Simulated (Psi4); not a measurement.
# BF3 (boron trifluoride): SVWN5/aug-cc-pVDZ

Aim: the vertical electron affinity of BF3 (boron trifluoride) at SVWN5/aug-cc-pVDZ, from 2 runs. 

The results are computed with Psi4 1.11.

1 further run of the same task is left out (set aside as unsound or not needed).

**1. The structure to begin with**

The species is BF3 (4 atoms), meant as a singlet with charge 0. As SMILES, `FB(F)F`. The shape is that of a PBE0-D4/def2-TZVP optimisation.

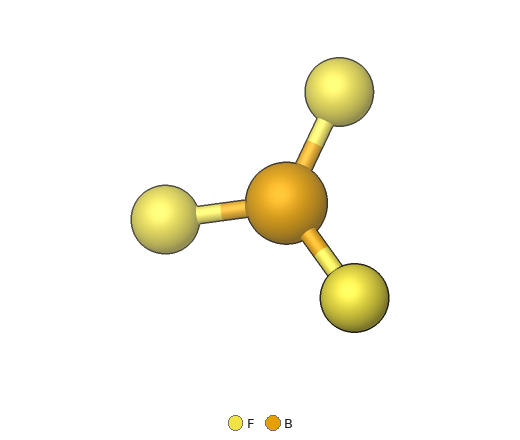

The structure, seen from a chosen angle (fluorine yellow, boron amber).

**2. Energy and gradient at SVWN5/aug-cc-pVDZ**

bf3.py reads:

```python
import psi4

psi4.set_memory('2200 MB')
psi4.set_num_threads(1)
psi4.set_output_file('bf3.out', False)

m = psi4.geometry("""
F      0.543870     0.210740     1.174280
B      0.000020     0.000000     0.000010
F     -0.265170    -1.223510    -0.389620
F     -0.278730     1.012770    -0.784660
units angstrom
symmetry c1
""")

psi4.set_options({
    'basis': 'aug-cc-pVDZ',
    'puream': True,
    'e_convergence': 1e-09,
    'd_convergence': 1e-08,
    'scf_type': 'pk',
    'dft_radial_points': 99,
    'dft_spherical_points': 590,
})

e_tot, wfn = psi4.gradient("scf", dft_functional={"name": "SVWN5", "x_functionals": {"LDA_X": {}}, "c_functionals": {"LDA_C_VWN": {}}}, return_wfn=True)
print('gradient / Eh bohr^-1')
print(e_tot.np.round(6))
print(f'energy = {wfn.energy():.10f} Eh')
for k, v in sorted(psi4.core.scalar_variables().items()):
    print(f'{k:45s} {v:18.10f}')
```

Command:

```
$ python bf3.py
```

bf3.out:

```text
[...]
  Running in c1 symmetry.
[...]
  Nuclear repulsion =  111.109146270774374
[...]
  Multiplicity = 1
[...]
  Nalpha       = 16
  Nbeta        = 16
[...]
    Number of basis functions: 92
[...]
   @RKS iter   1:  -322.32028823601945   -3.26044e-01   6.23480e-03 ADIIS/DIIS
[...]
   @RKS iter   9:  -322.42465020707209   -1.11982e-11   7.48978e-10 DIIS
[...]
    Orbital Energies [Eh]
    ---------------------
    Doubly Occupied:
       1A    -24.153635     2A    -24.153554     3A    -24.153550
       4A     -6.589361     5A     -1.178007     6A     -1.139715
       7A     -1.139707     8A     -0.559157     9A     -0.526852
      10A     -0.526848    11A     -0.489700    12A     -0.420644
      13A     -0.420642    14A     -0.414019    15A     -0.414013
      16A     -0.378332
[...]
  @RKS Final Energy:  -322.42465020707209
   => Energetics <=
    Nuclear Repulsion Energy =            111.1091462707743744
    One-Electron Energy =                -671.0590527351108676
    Two-Electron Energy =                 270.8157842225822378
    DFT Exchange-Correlation Energy =     -33.2905279653178994
    Empirical Dispersion Energy =           0.0000000000000000
    VV10 Nonlocal Energy =                  0.0000000000000000
    Total Energy =                       -322.4246502070720908
[...]
 Multipole Moments:
 ------------------------------------------------------------------------------------
     Multipole            Electronic (a.u.)      Nuclear  (a.u.)        Total (a.u.)
 ------------------------------------------------------------------------------------
 L = 1.  Multiply by 2.5417464519 to convert [e a0] to [Debye]
 Dipole X            :          0.0000653           -0.0000102            0.0000550
 Dipole Y            :          0.0000025            0.0000000            0.0000025
 Dipole Z            :          0.0000364           -0.0000034            0.0000330
 Magnitude           :                                                    0.0000642
[...]
  -Total Gradient:
     Atom            X                  Y                   Z
    ------   -----------------  -----------------  -----------------
       1       -0.004542964633    -0.001762068571    -0.009802876287
       2        0.000010427344     0.000001245355     0.000006573748
       3        0.002217080751     0.010212519787     0.003266069485
       4        0.002314048973    -0.008462792097     0.006528921619
[...]
```

Standard output:

```text
gradient / Eh bohr^-1
[[-4.5430e-03 -1.7620e-03 -9.8030e-03]
 [ 1.0000e-05  1.0000e-06  7.0000e-06]
 [ 2.2170e-03  1.0213e-02  3.2660e-03]
 [ 2.3140e-03 -8.4630e-03  6.5290e-03]]
energy = -322.4246502071 Eh
CURRENT ENERGY                                   -322.4246502071
CURRENT REFERENCE ENERGY                         -322.4246502071
DD SOLVATION ENERGY                                 0.0000000000
DFT FUNCTIONAL TOTAL ENERGY                      -322.4246502071
DFT TOTAL ENERGY                                 -322.4246502071
DFT VV10 ENERGY                                     0.0000000000
DFT XC ENERGY                                     -33.2905279653
GRID ELECTRONS ALPHA                               15.9999999374
GRID ELECTRONS BETA                                15.9999999374
GRID ELECTRONS TOTAL                               31.9999998747
NUCLEAR REPULSION ENERGY                          111.1091462708
ONE-ELECTRON ENERGY                              -671.0590527351
PCM POLARIZATION ENERGY                             0.0000000000
PE ENERGY                                           0.0000000000
SCF ITERATION ENERGY                             -322.4246502071
SCF ITERATIONS                                      9.0000000000
SCF TOTAL ENERGY                                 -322.4246502071
TWO-ELECTRON ENERGY                               270.8157842226
XC GRID RADIAL POINTS                              99.0000000000
XC GRID SPHERICAL POINTS                          590.0000000000
XC GRID TOTAL POINTS                           228524.0000000000
```

It took 27 s on 1 thread of Intel Xeon at 2.50GHz (Skylake/Cascade Lake), shared host; peak memory 0.51 GiB.

**3. The doublet anion at the same level**

job.in reads:

```
memory 2.2 GB

molecule geom {
  -1 2
  F
  B 1 1.311142
  F 2 1.31115 1 120.00173
  F 2 1.311149 1 120.00116 3 179.99649
  symmetry c1
  no_reorient
  no_com
}

set {
  basis                aug-cc-pVDZ
  reference            uks
  puream               true
  e_convergence        1e-09
  d_convergence        1e-08
  scf_type             pk
  dft_radial_points    99
  dft_spherical_points 590
  maxiter              100
}

e, wfn = gradient("scf", dft_functional={"name": "SVWN5", "x_functionals": {"LDA_X": {}}, "c_functionals": {"LDA_C_VWN": {}}}, return_wfn=True)
```

Command:

```
$ psi4 -i job.in -o job.out -n 1
```

job.out:

```text
[...]
  Running in c1 symmetry.
[...]
  Nuclear repulsion =  111.109151371812246
[...]
  Multiplicity = 2
[...]
  Nalpha       = 17
  Nbeta        = 16
[...]
    Number of basis functions: 92
[...]
   @UKS iter   1:  -322.07576402127791   -8.15200e-02   8.24300e-03 ADIIS/DIIS
[...]
   @UKS iter  12:  -322.40040257440955   -3.62661e-11   2.86747e-09 DIIS
[...]
   @S^2 Observed:                7.501968009E-01
[...]
    Orbital Energies [Eh]
    ---------------------
    Alpha Occupied:
       1A    -23.974903     2A    -23.974821     3A    -23.974818
       4A     -6.407516     5A     -0.998696     6A     -0.960777
       7A     -0.960770     8A     -0.382650     9A     -0.350062
      10A     -0.350059    11A     -0.311431    12A     -0.244099
      13A     -0.244097    14A     -0.236263    15A     -0.236259
      16A     -0.201314    17A      0.083369
    Alpha Virtual:
      18A      0.099692    19A      0.106659    20A      0.106659
      21A      0.151870    22A      0.215814    23A      0.239220
      24A      0.239221    25A      0.288008    26A      0.288010
[...]
  @UKS Final Energy:  -322.40040257440955
   => Energetics <=
    Nuclear Repulsion Energy =            111.1091513718122457
    One-Electron Energy =                -676.7312907655392564
    Two-Electron Energy =                 276.6195435062463162
    DFT Exchange-Correlation Energy =     -33.3978066869288597
    Empirical Dispersion Energy =           0.0000000000000000
    VV10 Nonlocal Energy =                  0.0000000000000000
    Total Energy =                       -322.4004025744095543
[...]
 Multipole Moments:
 ------------------------------------------------------------------------------------
     Multipole            Electronic (a.u.)      Nuclear  (a.u.)        Total (a.u.)
 ------------------------------------------------------------------------------------
 L = 1.  Multiply by 2.5417464519 to convert [e a0] to [Debye]
 Dipole X            :          0.0002445            0.0000079            0.0002524
 Dipole Y            :          0.0000099            0.0000006            0.0000105
 Dipole Z            :          0.0001332            0.0000074            0.0001406
 Magnitude           :                                                    0.0002891
[...]
  -Total Gradient:
     Atom            X                  Y                   Z
    ------   -----------------  -----------------  -----------------
       1       -0.000000706254    -0.000002925302     0.021225457325
       2        0.000003229673     0.000000291119    -0.000008319031
       3       -0.000000699689     0.018374680783    -0.010626337675
       4       -0.000001820642    -0.018382991012    -0.010586528440
[...]
```

Wall time 37 s (1 thread of Intel Xeon at 2.50GHz (Skylake/Cascade Lake), shared host); peak memory 0.51 GiB.

**4. Summary of results**

Level: SVWN5/aug-cc-pVDZ.

| quantity | value |
| --- | --- |
| singlet BF3: total energy | -322.42465 Eh |
| singlet BF3: dipole moment | 0.00 D |
| singlet BF3: HOMO energy | -10.29 eV |
| singlet BF3: LUMO energy | -0.85 eV |
| singlet BF3: HOMO–LUMO gap | 9.44 eV |
| singlet BF3: largest force on an atom | 0.563 eV/Å |
| doublet anion: total energy | -322.40040 Eh |
| doublet anion: HOMO energy (highest over α and β) | 2.27 eV |
| doublet anion: LUMO energy (lowest over α and β) | 2.70 eV |
| doublet anion: ⟨S²⟩ | 0.750 |
| doublet anion: largest force on an atom | 1.091 eV/Å |
| vertical electron affinity (to the doublet anion) | -0.660 eV |

In words: The anion lies 0.66 eV (15.2 kcal/mol) above the neutral: the electron isn't bound at this level, and such a value depends on the basis. The largest force (singlet BF3) is 0.56 eV/Å: the shape isn't a stationary point for this species at this level. The HOMO (doublet anion) lies at positive energy, 2.27 eV, as semi-local functionals often give for anions; only total energies tell whether the electron is bound.
